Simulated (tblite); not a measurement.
C3H8BClGe: saddle-point search

- system: C3H8BClGe
- method: GFN2-xTB saddle search (eigenvector following) and harmonic vibrations, gas phase (tblite 0.8.0)

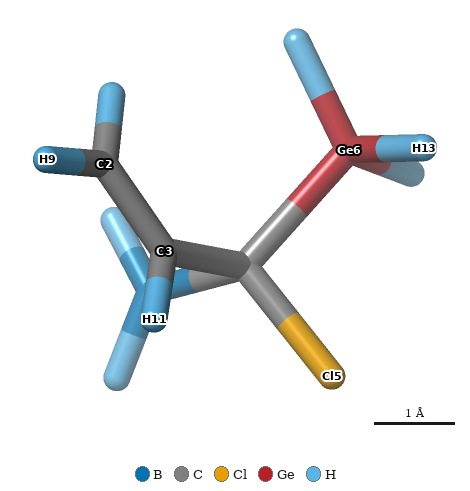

Figure 1. The starting structure (stick view, seen at a tilt; atoms are numbered from 1 in the order of the input). Sticks mark near contacts.

## The input
```
{"job": {"xc": "GFN2-xTB", "basis": "xTB", "kind": "saddle"}, "charge": 0, "multiplicity": 1}
B     -1.247327    -0.830780     0.753231
C     -0.844079     0.792264    -1.500284
C     -0.666140     0.999703    -0.198724
C      0.033639     0.057877     0.729312
Cl     0.446773     0.898814     2.264267
Ge     1.810655    -0.601633     0.166290
H     -2.108707    -0.608639     1.509630
H     -1.332494    -1.707396    -0.014552
H     -1.384194     1.496817    -2.109057
H     -0.450050    -0.079520    -1.995955
H     -1.087782     1.882223     0.264588
H      1.807109    -1.183628    -1.216579
H      2.772089     0.539241     0.220484
H      2.250509    -1.655343     1.127347
```

The first line tells a small driver script what to run in tblite; the rest is the geometry in Å.

Run on 1 CPU thread, shared host.

Launched with:
```bash
OMP_NUM_THREADS=1 python <driver script> task.json out
```

## Log
```
step      E/eV     max force
  0    -493.90898   0.0511
  1    -493.90862   0.0456
  2    -493.90565   0.0864
  3    -493.90802   0.0190
  4    -493.90631   0.0240
  5    -493.90493   0.0215
  6    -493.90181   0.0352
  7    -493.89796   0.0453
  8    -493.89397   0.0490
  9    -493.89411   0.0298
 10    -493.89369   0.0537
 11    -493.89957   0.0619
 12    -493.90529   0.1187
 13    -493.90239   0.0327
 14    -493.90591   0.0366
 15    -493.90885   0.0361
 16    -493.91203   0.0325
 17    -493.91404   0.0749
 18    -493.91331   0.0133
 19    -493.91451   0.0238
 20    -493.91515   0.0275
 21    -493.91534   0.0036
lowest wavenumbers (cm-1): -80.4 97.9 135.1 154.4 167.0 227.0
```

## Trajectory as extended XYZ (Å, eV, eV/Å), 12 frames, from step=0 to step=21
```
14
Properties=species:S:1:pos:R:3:forces:R:3 step=0 energy=-493.90898
B    -1.2473   -0.8308    0.7532   -0.0330  -0.0020  -0.0340
C    -0.8441    0.7923   -1.5003   -0.0060  -0.0270   0.0430
C    -0.6661    0.9997   -0.1987   -0.0140  -0.0070   0.0200
C     0.0336    0.0579    0.7293    0.0220   0.0300   0.0120
Cl    0.4468    0.8988    2.2643    0.0000  -0.0210  -0.0150
Ge    1.8107   -0.6016    0.1663   -0.0220   0.0040   0.0090
H    -2.1087   -0.6086    1.5096    0.0030  -0.0090  -0.0010
H    -1.3325   -1.7074   -0.0146    0.0070   0.0290  -0.0020
H    -1.3842    1.4968   -2.1091   -0.0010  -0.0050  -0.0260
H    -0.4500   -0.0795   -1.9960    0.0180  -0.0030  -0.0130
H    -1.0878    1.8822    0.2646    0.0120   0.0110   0.0200
H     1.8071   -1.1836   -1.2166   -0.0060  -0.0090  -0.0070
H     2.7721    0.5392    0.2205    0.0070   0.0100  -0.0220
H     2.2505   -1.6553    1.1273    0.0130   0.0000   0.0170
14
Properties=species:S:1:pos:R:3:forces:R:3 step=1 energy=-493.90862
B    -1.2477   -0.7856    0.7192   -0.0010   0.0090  -0.0140
C    -0.8753    0.7437   -1.4788    0.0010   0.0070   0.0450
C    -0.6646    0.9939   -0.1859    0.0060   0.0000  -0.0350
C     0.0580    0.0725    0.7426   -0.0220   0.0010  -0.0120
Cl    0.4560    0.9055    2.2797    0.0010  -0.0070   0.0030
Ge    1.8264   -0.5935    0.1718    0.0270  -0.0180  -0.0030
H    -2.1217   -0.5578    1.4596   -0.0010   0.0050  -0.0160
H    -1.3173   -1.6689   -0.0413    0.0010   0.0010   0.0010
H    -1.4325    1.4235   -2.1024    0.0010  -0.0120   0.0220
H    -0.4781   -0.1361   -1.9584    0.0040   0.0110   0.0040
H    -1.0753    1.8892    0.2637    0.0000  -0.0090   0.0010
H     1.8226   -1.0953   -1.2454    0.0010  -0.0040   0.0390
H     2.8172    0.5203    0.2967   -0.0210  -0.0230  -0.0200
H     2.2324   -1.7114    1.0790    0.0030   0.0400  -0.0160
14
Properties=species:S:1:pos:R:3:forces:R:3 step=3 energy=-493.90802
B    -1.2482   -0.8011    0.7383   -0.0020   0.0070  -0.0100
C    -0.8582    0.7576   -1.4875   -0.0010   0.0010   0.0180
C    -0.6682    0.9963   -0.1911    0.0030  -0.0010  -0.0080
C     0.0470    0.0707    0.7399   -0.0050  -0.0010  -0.0020
Cl    0.4520    0.9099    2.2733    0.0020  -0.0080   0.0040
Ge    1.8166   -0.5948    0.1675    0.0060  -0.0040   0.0010
H    -2.1134   -0.5809    1.4912   -0.0030   0.0060  -0.0170
H    -1.3247   -1.6794   -0.0270    0.0010   0.0030  -0.0060
H    -1.4065    1.4417   -2.1132   -0.0060  -0.0040   0.0110
H    -0.4535   -0.1183   -1.9682    0.0000   0.0040   0.0030
H    -1.0871    1.8863    0.2610    0.0010  -0.0040   0.0040
H     1.8116   -1.1080   -1.2432   -0.0010  -0.0150   0.0100
H     2.8027    0.5221    0.2786   -0.0040   0.0010  -0.0160
H     2.2300   -1.7022    1.0804    0.0100   0.0140   0.0080
14
Properties=species:S:1:pos:R:3:forces:R:3 step=5 energy=-493.90493
B    -1.2438   -0.8031    0.7489    0.0000   0.0090  -0.0080
C    -0.8589    0.7542   -1.4924   -0.0030  -0.0020   0.0030
C    -0.6700    0.9978   -0.1974    0.0040   0.0010   0.0070
C     0.0458    0.0770    0.7379   -0.0050  -0.0040   0.0020
Cl    0.4504    0.9246    2.2672    0.0010  -0.0090   0.0040
Ge    1.8150   -0.5928    0.1669    0.0050  -0.0020   0.0010
H    -2.1050   -0.5852    1.5070   -0.0040   0.0070  -0.0180
H    -1.3211   -1.6838   -0.0134    0.0010   0.0040  -0.0090
H    -1.4071    1.4356   -2.1209   -0.0070  -0.0020   0.0080
H    -0.4540   -0.1236   -1.9695   -0.0010   0.0020   0.0020
H    -1.0899    1.8891    0.2509    0.0010  -0.0020   0.0070
H     1.8179   -1.0726   -1.2553   -0.0010  -0.0170   0.0090
H     2.8126    0.5093    0.3139   -0.0030   0.0030  -0.0170
H     2.2081   -1.7266    1.0563    0.0120   0.0140   0.0110
14
Properties=species:S:1:pos:R:3:forces:R:3 step=7 energy=-493.89796
B    -1.2346   -0.7777    0.7422   -0.0020   0.0030  -0.0130
C    -0.8852    0.7181   -1.4868   -0.0010   0.0010   0.0110
C    -0.6680    0.9962   -0.2017   -0.0010  -0.0040   0.0010
C     0.0615    0.0956    0.7410    0.0040  -0.0010   0.0020
Cl    0.4515    0.9547    2.2661    0.0020  -0.0090   0.0040
Ge    1.8267   -0.5856    0.1706    0.0320  -0.0120   0.0000
H    -2.1047   -0.5453    1.4854   -0.0100   0.0100  -0.0170
H    -1.2990   -1.6790    0.0030    0.0010   0.0060  -0.0090
H    -1.4501    1.3815   -2.1201   -0.0040  -0.0020   0.0100
H    -0.4849   -0.1682   -1.9517   -0.0010   0.0030   0.0040
H    -1.0825    1.8972    0.2322    0.0010  -0.0040   0.0070
H     1.8500   -0.9535   -1.2863    0.0000  -0.0140   0.0370
H     2.8581    0.4669    0.4283   -0.0260  -0.0210  -0.0270
H     2.1612   -1.8007    0.9778    0.0070   0.0440  -0.0080
14
Properties=species:S:1:pos:R:3:forces:R:3 step=9 energy=-493.89411
B    -1.2320   -0.7931    0.7676    0.0050   0.0120  -0.0080
C    -0.8715    0.7263   -1.4984   -0.0040  -0.0050  -0.0120
C    -0.6715    0.9986   -0.2111    0.0020   0.0000   0.0250
C     0.0507    0.0976    0.7382    0.0000  -0.0070   0.0050
Cl    0.4458    0.9696    2.2564    0.0020  -0.0120   0.0030
Ge    1.8172   -0.5847    0.1670    0.0170  -0.0070   0.0000
H    -2.0909   -0.5706    1.5266   -0.0110   0.0120  -0.0180
H    -1.3045   -1.6887    0.0227    0.0020   0.0010  -0.0160
H    -1.4252    1.3937   -2.1367   -0.0090   0.0020   0.0040
H    -0.4702   -0.1614   -1.9601   -0.0040   0.0020   0.0030
H    -1.0892    1.8989    0.2211    0.0020  -0.0030   0.0090
H     1.8457   -0.9367   -1.2925   -0.0010  -0.0190   0.0210
H     2.8509    0.4597    0.4391   -0.0110  -0.0040  -0.0230
H     2.1448   -1.8093    0.9601    0.0110   0.0270   0.0060
14
Properties=species:S:1:pos:R:3:forces:R:3 step=11 energy=-493.89957
B    -1.2356   -0.8702    0.8188   -0.0170   0.0030  -0.0100
C    -0.8230    0.7974   -1.5313   -0.0010   0.0020   0.0100
C    -0.6656    1.0223   -0.2328    0.0150  -0.0030   0.0000
C     0.0006    0.0759    0.7190   -0.0370   0.0120  -0.0030
Cl    0.4240    0.9376    2.2423    0.0020  -0.0070  -0.0010
Ge    1.7830   -0.5910    0.1619    0.0420  -0.0230   0.0010
H    -2.0478   -0.7078    1.6434    0.0280  -0.0100  -0.0330
H    -1.3457   -1.7167    0.0211   -0.0050   0.0170   0.0110
H    -1.3259    1.5043   -2.1698    0.0040  -0.0110   0.0190
H    -0.4473   -0.0972   -2.0020    0.0010   0.0110   0.0010
H    -1.0648    1.9239    0.2138    0.0030  -0.0070   0.0060
H     1.7962   -1.0896   -1.2574    0.0010  -0.0060   0.0490
H     2.7711    0.5249    0.3018   -0.0360  -0.0340  -0.0260
H     2.1810   -1.7139    1.0711   -0.0010   0.0570  -0.0240
14
Properties=species:S:1:pos:R:3:forces:R:3 step=13 energy=-493.90239
B    -1.2375   -0.8787    0.8140   -0.0090   0.0000  -0.0050
C    -0.8224    0.8040   -1.5307    0.0020   0.0020   0.0030
C    -0.6579    1.0285   -0.2334    0.0050  -0.0010   0.0030
C    -0.0055    0.0722    0.7173   -0.0150   0.0050  -0.0010
Cl    0.4189    0.9245    2.2461    0.0010  -0.0050   0.0000
Ge    1.7802   -0.5915    0.1644    0.0190  -0.0110   0.0000
H    -2.0425   -0.7320    1.6470    0.0110  -0.0050  -0.0160
H    -1.3526   -1.7129    0.0049   -0.0030   0.0090   0.0040
H    -1.3174    1.5171   -2.1679    0.0040  -0.0020   0.0090
H    -0.4623   -0.0971   -2.0012    0.0030   0.0120   0.0010
H    -1.0419    1.9365    0.2135    0.0000  -0.0080   0.0030
H     1.7903   -1.1213   -1.2418   -0.0010  -0.0110   0.0240
H     2.7552    0.5372    0.2716   -0.0190  -0.0140  -0.0210
H     2.1955   -1.6863    1.0961    0.0030   0.0320  -0.0060
14
Properties=species:S:1:pos:R:3:forces:R:3 step=15 energy=-493.90885
B    -1.2476   -0.8828    0.7987   -0.0020  -0.0010  -0.0020
C    -0.8097    0.8226   -1.5231    0.0030   0.0040   0.0070
C    -0.6572    1.0265   -0.2208   -0.0010  -0.0030  -0.0040
C    -0.0079    0.0585    0.7193   -0.0030   0.0000   0.0000
Cl    0.4228    0.8957    2.2543    0.0000  -0.0020   0.0010
Ge    1.7779   -0.5986    0.1631    0.0250  -0.0090  -0.0030
H    -2.0556   -0.7409    1.6288   -0.0010   0.0000  -0.0030
H    -1.3653   -1.7052   -0.0217   -0.0010   0.0020  -0.0010
H    -1.3042    1.5429   -2.1522    0.0020   0.0030   0.0030
H    -0.4396   -0.0679   -2.0052    0.0070   0.0040  -0.0010
H    -1.0493    1.9248    0.2380   -0.0050  -0.0010   0.0040
H     1.7704   -1.2227   -1.2047    0.0000  -0.0010   0.0290
H     2.7216    0.5624    0.1686   -0.0230  -0.0240  -0.0140
H     2.2438   -1.6154    1.1568   -0.0020   0.0300  -0.0160
14
Properties=species:S:1:pos:R:3:forces:R:3 step=17 energy=-493.91404
B    -1.2622   -0.8873    0.7891    0.0010   0.0010   0.0000
C    -0.7705    0.8574   -1.5132    0.0170  -0.0130   0.0470
C    -0.6694    1.0179   -0.1988   -0.0140   0.0060  -0.0460
C    -0.0122    0.0409    0.7264   -0.0070   0.0060   0.0000
Cl    0.4297    0.8689    2.2628   -0.0040   0.0000   0.0010
Ge    1.7679   -0.6128    0.1535    0.0560  -0.0100  -0.0110
H    -2.0771   -0.7444    1.6123    0.0010   0.0000  -0.0010
H    -1.3804   -1.6997   -0.0413    0.0000   0.0000   0.0000
H    -1.2736    1.5809   -2.1318    0.0030  -0.0020   0.0000
H    -0.3469    0.0002   -2.0153   -0.0150   0.0410   0.0300
H    -1.1106    1.8838    0.2807    0.0160  -0.0340  -0.0260
H     1.7280   -1.3732   -1.1462    0.0050   0.0260   0.0530
H     2.6659    0.5781    0.0000   -0.0420  -0.0620   0.0010
H     2.3114   -1.5108    1.2219   -0.0160   0.0410  -0.0490
14
Properties=species:S:1:pos:R:3:forces:R:3 step=19 energy=-493.91451
B    -1.2619   -0.8860    0.7870    0.0000   0.0000   0.0000
C    -0.7730    0.8550   -1.5117    0.0060  -0.0040   0.0140
C    -0.6682    1.0176   -0.1985   -0.0050   0.0020  -0.0130
C    -0.0110    0.0413    0.7273   -0.0030   0.0020   0.0000
Cl    0.4278    0.8691    2.2645   -0.0010   0.0000   0.0010
Ge    1.7692   -0.6121    0.1541    0.0170  -0.0030  -0.0040
H    -2.0792   -0.7412    1.6076    0.0000   0.0000  -0.0010
H    -1.3780   -1.6998   -0.0422    0.0000   0.0000   0.0000
H    -1.2755    1.5784   -2.1309    0.0020   0.0000   0.0000
H    -0.3532   -0.0038   -2.0121   -0.0030   0.0150   0.0100
H    -1.1055    1.8854    0.2791    0.0040  -0.0120  -0.0080
H     1.7296   -1.3671   -1.1450    0.0010   0.0050   0.0170
H     2.6668    0.5750    0.0037   -0.0140  -0.0190  -0.0030
H     2.3121   -1.5117    1.2170   -0.0040   0.0140  -0.0140
14
Properties=species:S:1:pos:R:3:forces:R:3 step=21 energy=-493.91534
B    -1.2689   -0.8818    0.7776    0.0000   0.0000   0.0000
C    -0.7550    0.8676   -1.5016    0.0010  -0.0010   0.0010
C    -0.6751    1.0099   -0.1842    0.0000   0.0000  -0.0010
C    -0.0088    0.0338    0.7349   -0.0010   0.0000   0.0000
Cl    0.4287    0.8585    2.2733    0.0000   0.0000   0.0000
Ge    1.7664   -0.6186    0.1487    0.0030   0.0000   0.0000
H    -2.0981   -0.7273    1.5844    0.0010   0.0000  -0.0010
H    -1.3779   -1.6977   -0.0508    0.0000   0.0000   0.0000
H    -1.2649    1.5888   -2.1173    0.0000   0.0000   0.0000
H    -0.3049    0.0284   -2.0084   -0.0010   0.0020   0.0010
H    -1.1391    1.8595    0.3002    0.0010  -0.0010  -0.0010
H     1.7071   -1.4316   -1.1128    0.0000   0.0010   0.0020
H     2.6411    0.5722   -0.0786   -0.0020  -0.0030   0.0000
H     2.3494   -1.4616    1.2344   -0.0010   0.0020  -0.0020
```

## Key numbers

- outcome: converged
- total energy: −493.9153 eV
- point group: C1
- wall time: 8.9 s
- peak memory: 0.19 GiB
